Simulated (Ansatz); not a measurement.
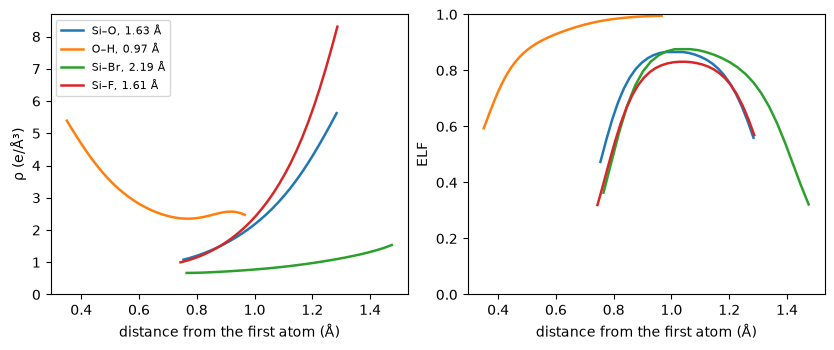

BrF2HOSi. Electron density and electron localisation function along straight lines between neighbouring atoms. The curves leave out the atomic cores.

Geometry: B3LYP-D3(BJ)/def2-SVP.

All numbers below come from isolated molecule in a Gaussian basis; Kohn-Sham density functional theory, functional PBE0 in Ansatz 0.2.0.

```xyz
6

Br    1.6931   -1.5028   -0.9626
F     1.0333    1.1034    0.6326
F    -0.7527   -0.7197    0.8199
O    -0.5311    0.6229   -1.4800
Si    0.2654   -0.0274   -0.2148
H    -1.2014    1.2967   -1.3084
```

### Compare the contacts.

Si–O (1.63 Å): ρ is about 1.2 e/Å³ halfway; the ELF peaks at about 0.85 between the atoms; a shared but strongly polarised pair.
O–H (0.97 Å): ρ at the midpoint is about 3.7 e/Å³; the ELF climbs to about 1 towards the hydrogen, as it does in any bond to H (an ordinary covalent bond to hydrogen).
Si–Br (2.19 Å): ρ is about 0.85 e/Å³ halfway; the ELF peaks at about 0.90 between the atoms: a polar covalent bond.
Si–F (1.61 Å): ρ is about 1.2 e/Å³ halfway; the ELF peaks at about 0.85 in the valence shell of F, 0.6 Å from its nucleus, and is about 0.55 at the midpoint.
